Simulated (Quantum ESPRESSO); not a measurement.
# The valence band of H5C3 as photoemission sees it, part 3 of 14

Aim: the valence spectrum of H5C3 from He I to hard X-rays, and which orbitals make each feature.

Quantum ESPRESSO 7.5; DFT, LDA, plane waves, ultrasoft GBRV pseudopotentials, scalar-relativistic (the session's first sound run).

So far. Step 2 (The base run: self-consistent run): At this level the gap is 4.29 eV on the k-mesh of the self-consistent run, which can miss the band edges.

## Step 4: Projected DOS and spectra

projwfc.x splits the states by atom and shell, which the spectra need, since each shell has its own cross section.

projwfc.in

```
&projwfc
  prefix = 'pes'
  outdir = './tmp'
  filpdos = 'pes'
  ngauss = 0
  degauss = 0.00735
  DeltaE = 0.05
  Emin = -33.77
  Emax = 14.23
/
```

The run is started by

```bash
$ OMP_NUM_THREADS=1 mpirun -n 4 projwfc.x -nk 4 -in projwfc.in > projwfc.out
```

The program printed:

```text
[banner, memory and clock lines left out]
Program PROJWFC v.7.5 starts

          URL

     ./tmp/pes.save/

     IMPORTANT: XC functional enforced from input :
     Exchange-correlation= PZ
                           (   1   1   0   0   0   0   0)
     Any further DFT definition will be discarded
     Please, verify this is what you really want

     G-vector sticks info

     Gaussian broadening (read from input): ngauss,degauss=   0    0.007350

     Calling projwave ....

  Problem Sizes
  natomwfc =           68
  nbnd     =           74
  nkstot   =          196
  npwx     =         7312
  nkb      =          136

     Atomic states used for projection
     (read from pseudopotential files):

     state #   1: atom   1 (C  ), wfc  1 (l=0 m= 1)
     state #   2: atom   1 (C  ), wfc  2 (l=1 m= 1)
     state #   3: atom   1 (C  ), wfc  2 (l=1 m= 2)
     state #   4: atom   1 (C  ), wfc  2 (l=1 m= 3)
     state #   5: atom   2 (C  ), wfc  1 (l=0 m= 1)
     state #   6: atom   2 (C  ), wfc  2 (l=1 m= 1)
     state #   7: atom   2 (C  ), wfc  2 (l=1 m= 2)
     state #   8: atom   2 (C  ), wfc  2 (l=1 m= 3)
     state #   9: atom   3 (C  ), wfc  1 (l=0 m= 1)
     state #  10: atom   3 (C  ), wfc  2 (l=1 m= 1)
     state #  11: atom   3 (C  ), wfc  2 (l=1 m= 2)
     state #  12: atom   3 (C  ), wfc  2 (l=1 m= 3)
     state #  13: atom   4 (C  ), wfc  1 (l=0 m= 1)
     state #  14: atom   4 (C  ), wfc  2 (l=1 m= 1)
     state #  15: atom   4 (C  ), wfc  2 (l=1 m= 2)
     state #  16: atom   4 (C  ), wfc  2 (l=1 m= 3)
[...]
state #  41: atom  11 (C  ), wfc  1 (l=0 m= 1)
     state #  42: atom  11 (C  ), wfc  2 (l=1 m= 1)
     state #  43: atom  11 (C  ), wfc  2 (l=1 m= 2)
     state #  44: atom  11 (C  ), wfc  2 (l=1 m= 3)
     state #  45: atom  12 (C  ), wfc  1 (l=0 m= 1)
     state #  46: atom  12 (C  ), wfc  2 (l=1 m= 1)
     state #  47: atom  12 (C  ), wfc  2 (l=1 m= 2)
     state #  48: atom  12 (C  ), wfc  2 (l=1 m= 3)
     state #  49: atom  13 (H  ), wfc  1 (l=0 m= 1)
     state #  50: atom  14 (H  ), wfc  1 (l=0 m= 1)
     state #  51: atom  15 (H  ), wfc  1 (l=0 m= 1)
     state #  52: atom  16 (H  ), wfc  1 (l=0 m= 1)
     state #  53: atom  17 (H  ), wfc  1 (l=0 m= 1)
     state #  54: atom  18 (H  ), wfc  1 (l=0 m= 1)
     state #  55: atom  19 (H  ), wfc  1 (l=0 m= 1)
     state #  56: atom  20 (H  ), wfc  1 (l=0 m= 1)
     state #  57: atom  21 (H  ), wfc  1 (l=0 m= 1)
     state #  58: atom  22 (H  ), wfc  1 (l=0 m= 1)
     state #  59: atom  23 (H  ), wfc  1 (l=0 m= 1)
     state #  60: atom  24 (H  ), wfc  1 (l=0 m= 1)
     state #  61: atom  25 (H  ), wfc  1 (l=0 m= 1)
     state #  62: atom  26 (H  ), wfc  1 (l=0 m= 1)
     state #  63: atom  27 (H  ), wfc  1 (l=0 m= 1)
     state #  64: atom  28 (H  ), wfc  1 (l=0 m= 1)
     state #  65: atom  29 (H  ), wfc  1 (l=0 m= 1)
     state #  66: atom  30 (H  ), wfc  1 (l=0 m= 1)
     state #  67: atom  31 (H  ), wfc  1 (l=0 m= 1)
     state #  68: atom  32 (H  ), wfc  1 (l=0 m= 1)

 k =   0.0000000000  0.0000000000  0.0000000000
==== e(   1) =   -15.21282 eV ====
     psi = 0.063*[#   1]+0.063*[#   5]+0.062*[#   9]+0.062*[#  13]+0.056*[#  17]
          +0.056*[#  21]+0.055*[#  41]+0.055*[#  45]+0.051*[#  25]+0.051*[#  29]
          +0.051*[#  33]+0.051*[#  37]+0.012*[#  55]+0.012*[#  56]+0.012*[#  51]
          +0.012*[#  52]+0.011*[#  57]+0.011*[#  58]+0.011*[#  53]+0.011*[#  54]
          +0.011*[#  49]+0.011*[#  50]+0.010*[#  59]+0.010*[#  60]+0.010*[#  67]
          +0.010*[#  68]+0.009*[#  61]+0.009*[#  62]+0.009*[#  63]+0.009*[#  64]
          +0.009*[#  44]+0.009*[#  48]+0.008*[#  65]+0.008*[#  66]+0.007*[#   3]
          +0.007*[#   7]+0.007*[#  27]+0.007*[#  31]+0.006*[#  35]+0.006*[#  39]
          +0.006*[#  20]+0.006*[#  24]+0.004*[#  12]+0.004*[#  16]+0.003*[#  11]
          +0.003*[#  15]+0.003*[#  36]+0.003*[#  40]+0.002*[#  18]+0.002*[#  22]
          +0.002*[#  10]+0.002*[#  14]+0.001*[#   4]+0.001*[#   8]
    |psi|^2 = 0.987
==== e(   2) =   -14.99419 eV ====
     psi = 0.064*[#   9]+0.064*[#  13]+0.062*[#   1]+0.062*[#   5]+0.057*[#  17]
          +0.057*[#  21]+0.057*[#  41]+0.057*[#  45]+0.053*[#  25]+0.053*[#  29]
          +0.053*[#  33]+0.053*[#  37]+0.010*[#  44]+0.010*[#  48]+0.010*[#  53]
          +0.010*[#  54]+0.009*[#  49]+0.009*[#  50]+0.009*[#  59]+0.009*[#  60]
          +0.009*[#  55]+0.009*[#  56]+0.009*[#   3]+0.009*[#   7]+0.009*[#  51]
          +0.009*[#  52]+0.009*[#  67]+0.009*[#  68]+0.008*[#  27]+0.008*[#  31]
          +0.008*[#  57]+0.008*[#  58]+0.008*[#  63]+0.008*[#  64]+0.008*[#  65]
          +0.008*[#  66]+0.007*[#  61]+0.007*[#  62]+0.007*[#  35]+0.007*[#  39]
[...]
+0.003*[#  10]+0.003*[#  14]+0.002*[#   4]+0.002*[#   8]
    |psi|^2 = 0.990
==== e(   3) =   -12.54335 eV ====
     psi = 0.095*[#  25]+0.095*[#  29]+0.084*[#   1]+0.084*[#   5]+0.058*[#  33]
[...]
+0.001*[#  20]+0.001*[#  24]
    |psi|^2 = 0.990
==== e(   4) =   -12.48280 eV ====
     psi = 0.103*[#  25]+0.103*[#  29]+0.089*[#   1]+0.089*[#   5]+0.051*[#   9]
[...]
+0.001*[#  58]
    |psi|^2 = 0.992
==== e(   5) =   -12.46097 eV ====
     psi = 0.100*[#  41]+0.100*[#  45]+0.093*[#  17]+0.093*[#  21]+0.048*[#  33]
[...]
+0.002*[#  10]+0.002*[#  14]
    |psi|^2 = 0.990
==== e(   6) =   -12.39198 eV ====
     psi = 0.106*[#  41]+0.106*[#  45]+0.086*[#  17]+0.086*[#  21]+0.059*[#  33]
[...]
+0.001*[#  61]+0.001*[#  62]
    |psi|^2 = 0.991
==== e(   7) =    -9.46568 eV ====
     psi = 0.060*[#  25]+0.060*[#  29]+0.055*[#   1]+0.055*[#   5]+0.047*[#  43]
[...]
+0.004*[#  65]+0.004*[#  66]+0.004*[#   4]+0.004*[#   8]
    |psi|^2 = 0.985
==== e(   8) =    -9.45283 eV ====
     psi = 0.061*[#   1]+0.061*[#   5]+0.055*[#  25]+0.055*[#  29]+0.045*[#  43]
[...]
+0.004*[#  57]+0.004*[#  58]+0.003*[#   4]+0.003*[#   8]
    |psi|^2 = 0.984
==== e(   9) =    -9.04821 eV ====
     psi = 0.057*[#  17]+0.057*[#  21]+0.053*[#   9]+0.053*[#  13]+0.045*[#   4]
[...]
+0.002*[#  40]+0.001*[#  61]+0.001*[#  62]
    |psi|^2 = 0.984
==== e(  10) =    -8.93939 eV ====
     psi = 0.056*[#  17]+0.056*[#  21]+0.054*[#   9]+0.054*[#  13]+0.041*[#   4]
[...]
|psi|^2 = 0.984
==== e(  11) =    -7.24375 eV ====
     psi = 0.083*[#  44]+0.083*[#  48]+0.047*[#  67]+0.047*[#  68]+0.038*[#  20]
[...]
+0.002*[#   1]+0.002*[#   5]
    |psi|^2 = 0.974
==== e(  12) =    -7.10616 eV ====
[...]
+0.002*[#  24]+0.001*[#  53]+0.001*[#  54]
    |psi|^2 = 0.988
==== e(  15) =    -5.50963 eV ====
     psi = 0.036*[#  51]+0.036*[#  52]+0.034*[#  61]+0.034*[#  62]+0.032*[#  11]
[...]
+0.004*[#  28]+0.004*[#  32]+0.002*[#  55]+0.002*[#  56]
    |psi|^2 = 0.985
==== e(  16) =    -4.98795 eV ====
     psi = 0.053*[#  26]+0.053*[#  30]+0.036*[#   2]+0.036*[#   6]+0.036*[#  10]
[...]
+0.001*[#  19]+0.001*[#  23]
    |psi|^2 = 0.990
[...]
+0.001*[#  45]
[...]
+0.001*[#  35]+0.001*[#  39]
[...]
+0.001*[#  13]
[...]
+0.001*[#  45]+0.001*[#  46]+0.001*[#  27]+0.001*[#  31]
[...]
+0.001*[#  21]+0.001*[#  33]+0.001*[#  37]
[...]
+0.002*[#  58]+0.002*[#  43]+0.002*[#  47]
[...]
+0.002*[#  45]
[...]
+0.002*[#  63]+0.002*[#  64]+0.001*[#   1]+0.001*[#   5]
[...]
+0.003*[#  19]+0.003*[#  23]+0.001*[#   1]+0.001*[#   5]
[...]
+0.002*[#  35]+0.002*[#  39]+0.001*[#  19]+0.001*[#  23]
[...]
+0.001*[#   4]+0.001*[#   8]+0.001*[#  17]+0.001*[#  21]
[...]
+0.001*[#  48]
[...]
+0.002*[#  31]
[...]
+0.001*[#  42]+0.001*[#  46]
[...]
+0.001*[#  24]
[...]
+0.001*[#  31]+0.001*[#  44]+0.001*[#  48]
[...]
+0.002*[#  16]+0.002*[#  61]+0.002*[#  62]
[...]
+0.001*[#  12]+0.001*[#  16]+0.001*[#  67]+0.001*[#  68]
[...]
+0.002*[#  13]+0.001*[#  18]+0.001*[#  22]
[...]
+0.001*[#  11]+0.001*[#  12]+0.001*[#  15]+0.001*[#  16]
[...]
+0.001*[#  47]
[...]
+0.001*[#   2]+0.001*[#   6]+0.001*[#  34]+0.001*[#  38]
[...]
+0.001*[#  20]+0.001*[#  24]
[...]
+0.001*[#  22]+0.001*[#  27]+0.001*[#  31]
[...]
+0.001*[#  50]+0.001*[#  36]+0.001*[#  40]
[...]
+0.001*[#  26]+0.001*[#  30]
[...]
+0.001*[#  63]+0.001*[#  64]
[...]
+0.003*[#  15]+0.002*[#  28]+0.002*[#  32]
[...]
+0.001*[#   4]+0.001*[#   8]+0.001*[#   3]+0.001*[#   7]
[...]
+0.001*[#  49]+0.001*[#  50]+0.001*[#  35]+0.001*[#  39]
[...]
+0.001*[#  10]+0.001*[#  14]
[...]
+0.002*[#  48]
[...]
+0.002*[#  65]+0.002*[#  66]
[...]
+0.002*[#  15]+0.001*[#  25]+0.001*[#  29]
[...]
+0.001*[#  12]+0.001*[#  16]
[...]
+0.001*[#  31]
[...]
+0.001*[#  54]
[...]
+0.003*[#  32]+0.002*[#  42]+0.002*[#  46]
[...]
+0.001*[#  62]
[...]
+0.001*[#  47]
[...]
+0.001*[#  46]+0.001*[#  59]+0.001*[#  60]
[...]
+0.001*[#  64]+0.001*[#  65]+0.001*[#  66]
[...]
+0.002*[#  36]+0.002*[#  40]
[...]
+0.001*[#  34]+0.001*[#  38]
[...]
+0.002*[#  38]
[...]
+0.001*[#  19]+0.001*[#  23]
[...]
+0.001*[#  49]+0.001*[#  50]
[...]
+0.001*[#  61]+0.001*[#  62]
[...]
k =   0.0000000000  0.0000000000  0.1491952625
[...]
+0.001*[#  58]+0.001*[#  20]+0.001*[#  24]
[...]
+0.002*[#  10]+0.002*[#  14]
[...]
+0.001*[#  38]
[...]
+0.002*[#   8]+0.002*[#  34]+0.002*[#  38]
[...]
+0.001*[#  16]+0.001*[#  63]+0.001*[#  64]
[...]
+0.002*[#  23]
[...]
+0.001*[#  59]+0.001*[#  60]
[...]
+0.001*[#  21]+0.001*[#  65]+0.001*[#  66]
[...]
+0.002*[#  58]+0.002*[#  43]+0.002*[#  47]
[...]
+0.002*[#  41]+0.002*[#  45]+0.002*[#  53]+0.002*[#  54]
[...]
+0.001*[#  56]+0.001*[#   1]+0.001*[#   5]
[...]
+0.003*[#  19]+0.003*[#  23]+0.002*[#   1]+0.002*[#   5]
[...]
+0.002*[#  38]
[...]
+0.001*[#  37]
[...]
+0.001*[#  56]
[...]
+0.001*[#  22]
    |p
[... cut ...]
[...]
+0.001*[#  40]
[...]
+0.002*[#  62]+0.002*[#  18]+0.002*[#  22]
[...]
+0.001*[#  20]+0.001*[#  24]
[...]
+0.001*[#  53]+0.001*[#  54]+0.001*[#  57]+0.001*[#  58]
[...]
+0.001*[#  63]+0.001*[#  64]
[...]
+0.001*[#  40]
[...]
+0.001*[#  34]+0.001*[#  38]+0.001*[#   1]+0.001*[#   5]
[...]
+0.001*[#   1]+0.001*[#   5]+0.001*[#  17]+0.001*[#  21]
[...]
+0.001*[#  46]
[...]
+0.001*[#  25]+0.001*[#  29]+0.001*[#  34]+0.001*[#  38]
    |psi|^2 = 0.522
==== e(  56) =    10.74226 eV ====
     psi = 0.045*[#  18]+0.045*[#  22]+0.032*[#  57]+0.032*[#  58]+0.023*[#  27]
[...]
+0.002*[#   3]+0.002*[#   7]+0.002*[#  33]+0.002*[#  37]
    |psi|^2 = 0.581
==== e(  57) =    10.87060 eV ====
     psi = 0.031*[#  12]+0.031*[#  16]+0.024*[#  19]+0.024*[#  23]+0.018*[#   4]
[...]
+0.002*[#  32]+0.001*[#  11]+0.001*[#  15]
    |psi|^2 = 0.515
==== e(  58) =    11.85437 eV ====
     psi = 0.038*[#  18]+0.038*[#  22]+0.024*[#  11]+0.024*[#  15]+0.021*[#  61]
[...]
|psi|^2 = 0.637
==== e(  59) =    11.91381 eV ====
     psi = 0.056*[#  36]+0.056*[#  40]+0.033*[#  25]+0.033*[#  29]+0.025*[#  19]
[...]
+0.001*[#  14]
    |psi|^2 = 0.639
==== e(  60) =    12.03339 eV ====
     psi = 0.058*[#  49]+0.058*[#  50]+0.025*[#   2]+0.025*[#   6]+0.024*[#   3]
[...]
|psi|^2 = 0.602
==== e(  61) =    12.19476 eV ====
     psi = 0.050*[#  12]+0.050*[#  16]+0.046*[#   1]+0.046*[#   5]+0.041*[#  25]
[...]
+0.002*[#   2]+0.002*[#   6]+0.002*[#  49]+0.002*[#  50]
    |psi|^2 = 0.678
==== e(  62) =    12.37458 eV ====
     psi = 0.054*[#  36]+0.054*[#  40]+0.037*[#  25]+0.037*[#  29]+0.022*[#  27]
[...]
+0.010*[#   1]+0.010*[#   5]+0.010*[#  11]+0.010*[#  15]+0.009*[#  59]
          +0.009*[#  60]+0.008*[#  67]+0.008*[#  68]+0.007*[#   2]+0.007*[#   6]
          +0.006*[#  41]+0.006*[#  44]+0.006*[#  45]+0.006*[#  48]+0.005*[#  17]
          +0.005*[#  21]+0.005*[#  35]+0.005*[#  39]+0.005*[#   9]+0.005*[#  13]
          +0.002*[#  61]+0.002*[#  62]+0.001*[#   3]+0.001*[#   7]+0.001*[#  57]
          +0.001*[#  58]+0.001*[#  18]+0.001*[#  22]
    |psi|^2 = 0.614
==== e(  63) =    12.61759 eV ====
     psi = 0.041*[#  12]+0.041*[#  16]+0.029*[#   4]+0.029*[#   8]+0.026*[#  59]
          +0.026*[#  60]+0.022*[#  67]+0.022*[#  68]+0.019*[#   1]+0.019*[#   5]
          +0.015*[#  28]+0.015*[#  32]+0.015*[#   9]+0.015*[#  13]+0.013*[#  35]
          +0.013*[#  39]+0.011*[#  19]+0.011*[#  23]+0.011*[#  53]+0.011*[#  54]
```

Run time: 13 s. Hardware: 4 MPI ranks of Arm Neoverse V1, shared host; 59 s of CPU time.

This step gave:

```yaml
zero_of_energy: valence-band maximum
gap_from_the_dos_mesh: 4.289 eV
share_of_occupied_states_in_no_projected_shell: 0.0077 of the occupied states in the window
```

The DOS has structure finer than the step of the table below, so its rows give means over 2.5 eV, whole bins alone (the curve runs from -15.6 to 13.9 eV). Peaks (eV: height): total -15.17: 16, -12.57: 23.4, -3.77: 14.8, -1.97: 19.9; C 2p -6.57: 8.46, -4.37: 12.0, -3.77: 11.3, -1.97: 13.2; H 1s -12.67: 4.33, -6.67: 3.64, -5.07: 3.68, -1.97: 6.50; C 2s -15.17: 11.0, -12.57: 14.1, -9.47: 5.17, -8.97: 4.63.

Table of DOS by E, zero at the valence-band maximum; means over each step; values in states/eV/cell:

| E (eV) | total | C 2p | H 1s | C 2s |
| --- | --- | --- | --- | --- |
| -12.5 | 3.20 | 0.657 | 0.597 | 1.91 |
| -10.0 | 3.19 | 1.30 | 0.735 | 1.10 |
| -7.5 | 3.22 | 2.04 | 0.852 | 0.272 |
| -5.0 | 6.96 | 5.11 | 1.56 | 0.231 |
| -2.5 | 7.45 | 5.10 | 2.28 | 0.0401 |
| 0.0 | 1.60 | 1.35 | 0.238 | 0.00253 |
| 2.5 | 0 | 0 | 0 | 0 |
| 5.0 | 3.74 | 1.59 | 1.14 | 0.440 |
| 7.5 | 6.96 | 1.46 | 2.10 | 0.709 |
| 10.0 | 8.16 | 2.33 | 1.82 | 0.494 |
| 12.5 | 8.78 | 2.31 | 1.54 | 0.921 |

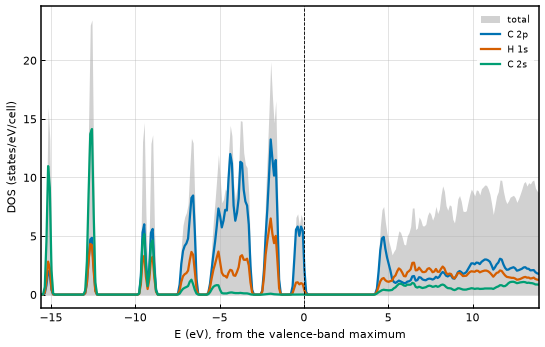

DOS against E.

This run's widths, added to any smearing of the DOS itself: Gaussian 0.6 eV, Lorentzian 0.05 eV plus 0.05 an eV of depth. Table of intensity by binding energy, zero at the valence-band maximum; values in % of the maximum within 13 eV:

| binding energy (eV) | 21.2 eV | 40.8 eV | 1486.7 eV | 5950 eV | 8047.8 eV |
| --- | --- | --- | --- | --- | --- |
| -1 | 0.956 | 1.07 | 0.295 | 0.259 | 0.256 |
| 0 | 29.2 | 32.1 | 2.09 | 0.886 | 0.789 |
| 1 | 12.4 | 13.0 | 1.11 | 0.637 | 0.598 |
| 2 | 96.5 | 96.2 | 6.76 | 3.23 | 2.94 |
| 3 | 31.1 | 32.2 | 3.28 | 2.11 | 2.01 |
| 4 | 87.4 | 94.0 | 9.79 | 6.34 | 6.06 |
| 5 | 64.8 | 69.0 | 15.4 | 13.1 | 12.9 |
| 6 | 19.8 | 21.4 | 7.71 | 7.02 | 6.96 |
| 7 | 42.7 | 46.4 | 18.4 | 16.9 | 16.8 |
| 8 | 7.98 | 9.68 | 8.31 | 8.08 | 8.06 |
| 9 | 29.9 | 39.1 | 51.7 | 51.0 | 51.0 |
| 10 | 12.4 | 17.1 | 23.7 | 23.4 | 23.4 |
| 11 | 1.95 | 5.27 | 9.64 | 9.59 | 9.59 |
| 12 | - | 18.4 | 42.6 | 42.6 | 42.6 |
| 13 | - | 31.0 | 73.2 | 73.2 | 73.2 |
| 14 | - | 7.34 | 18.1 | 18.1 | 18.1 |
| 15 | - | 18.9 | 51.5 | 51.6 | 51.6 |

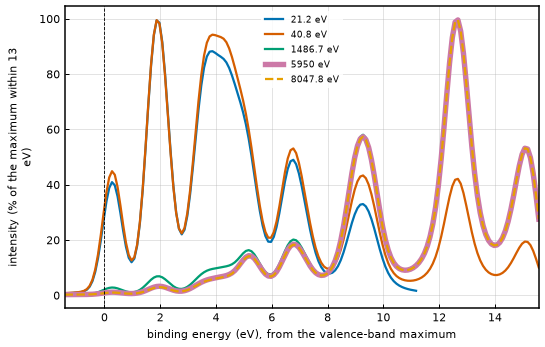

Intensity, plotted against binding energy.

Maxima picked by a test of local sharpness, so broad peaks and shoulders can be missing; peaks within 0.45 eV of a curve's cut are left out. Valence peaks, by row:

| photon energy (eV) | binding energy (eV) | height (% of the maximum within 13 eV) | main shell | its share (%) |
| --- | --- | --- | --- | --- |
| 21.2 | 9.245 | 33.07 | C 2p | 59.39 |
| 21.2 | 6.745 | 49.14 | C 2p | 71.81 |
| 21.2 | 3.845 | 88.37 | C 2p | 80.18 |
| 21.2 | 1.895 | 100 | C 2p | 70.81 |
| 21.2 | 0.2949 | 41.03 | C 2p | 86.43 |
| 40.8 | 15.09 | 19.51 | C 2s | 71.47 |
| 40.8 | 12.64 | 42.28 | C 2s | 61.68 |
| 40.8 | 9.245 | 43.41 | C 2p | 53.67 |
| 40.8 | 6.745 | 53.24 | C 2p | 78.12 |
| 40.8 | 3.895 | 94.27 | C 2p | 88.71 |
| 40.8 | 1.895 | 100 | C 2p | 83.36 |
| 40.8 | 0.2949 | 44.99 | C 2p | 92.81 |
| 1487 | 15.09 | 53.32 | C 2s | 99.41 |
| 1487 | 12.64 | 100 | C 2s | 99.11 |
| 1487 | 9.245 | 58.11 | C 2s | 97.4 |
| 1487 | 6.795 | 20.2 | C 2s | 87.51 |
| 1487 | 5.145 | 16.34 | C 2s | 81.48 |
| 1487 | 1.945 | 6.917 | C 2p | 58.73 |
| 5950 | 15.09 | 53.44 | C 2s | 99.78 |
| 5950 | 12.64 | 100 | C 2s | 99.7 |
| 5950 | 9.245 | 57.39 | C 2s | 99.2 |
| 5950 | 6.795 | 18.51 | C 2s | 96.06 |
| 5950 | 5.195 | 14.37 | C 2s | 94.2 |
| 8048 | 15.09 | 53.45 | C 2s | 99.82 |
| 8048 | 12.64 | 100 | C 2s | 99.75 |
| 8048 | 9.245 | 57.33 | C 2s | 99.35 |
| 8048 | 6.795 | 18.37 | C 2s | 96.84 |
| 8048 | 5.195 | 14.2 | C 2s | 95.33 |

The intensity has structure finer than the step of the table below, so its rows give means over 1 eV, whole bins alone (the curve runs from -15.6 to 1.43 eV). Peaks (eV: height): C K -6.7: 47.7, -4.4: 87.8, -1.9: 99.5, -0.3: 51.8; C K, E along x -9.5: 37.2, -6.7: 50.4, -4.4: 113, -1.9: 131; C K, E along y -9.2: 30.9, -6.7: 56.6, -4.2: 114, -1.7: 136; C K, E along z -5.0: 96.4, -3.6: 82.9, -2.1: 98.4, -0.3: 147.

Shapes are the site's partial DOS without matrix elements, which overweights lines from ligand s bands. The intensity by emission energy less the core level's binding energy, zero at the valence-band maximum; means over each step; values in % of the unpolarised maximum:

| emission energy less the core level's binding energy (eV) | C K | C K, E along x | C K, E along y | C K, E along z |
| --- | --- | --- | --- | --- |
| -15 | 3.35 | 4.64 | 4.50 | 0.892 |
| -14 | 2.06 | 3.06 | 2.67 | 0.444 |
| -13 | 8.67 | 13.7 | 11.5 | 0.876 |
| -12 | 5.92 | 8.67 | 8.28 | 0.806 |
| -11 | 2.42 | 3.47 | 3.02 | 0.752 |
| -10 | 9.95 | 15.9 | 12.0 | 2.02 |
| -9 | 19.8 | 26.7 | 24.7 | 8.01 |
| -8 | 7.34 | 7.85 | 8.59 | 5.56 |
| -7 | 34.5 | 34.5 | 39.4 | 29.6 |
| -6 | 20.1 | 20.6 | 20.8 | 18.8 |
| -5 | 56.3 | 51.2 | 41.5 | 76.1 |
| -4 | 83.8 | 89.4 | 103 | 58.8 |
| -3 | 32.3 | 29.6 | 27.9 | 39.3 |
| -2 | 69.8 | 77.8 | 69.0 | 62.5 |
| -1 | 16.4 | 8.04 | 15.9 | 25.3 |
| 0 | 28.2 | 2.33 | 2.99 | 79.3 |

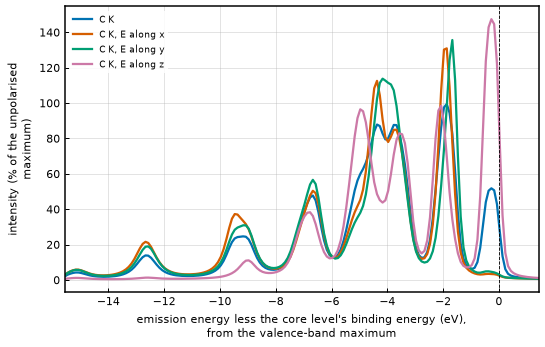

Intensity against emission energy less the core level's binding energy.

Sums over each group's atoms; left-over states aren't shared out by site. Site centres, by row:

| group | element | shell | occupied states | centre of occupied part (eV) | centre up to the window's top (eV) |
| --- | --- | --- | --- | --- | --- |
| C | C | 2s | 11.63 | -11.63 | -3.939 |
| C | C | 2p | 39.39 | -4.666 | 0.00724 |
| H | H | 1s | 16.34 | -5.695 | 1.791 |

(Part 3 of 14 ends here.)

[Logs are printed without paths, hosts, clocks, repeated set-up lines and the standing remarks that a program may print on its own settings, such as how far it seeks lower states.]

[Hosts, paths, dates, database ids (printed as entryN), source tags and the programs' standing remarks are cut or masked in the printed files.]

[Maps of the electrostatic potential energy from Ansatz leave out the sawtooth potential of an applied field or a dipole correction, so their vacuum need not be flat; work functions include it.]

[Peak lists hold at most the 14 tallest peaks of each spectrum; further lines can be left out.]
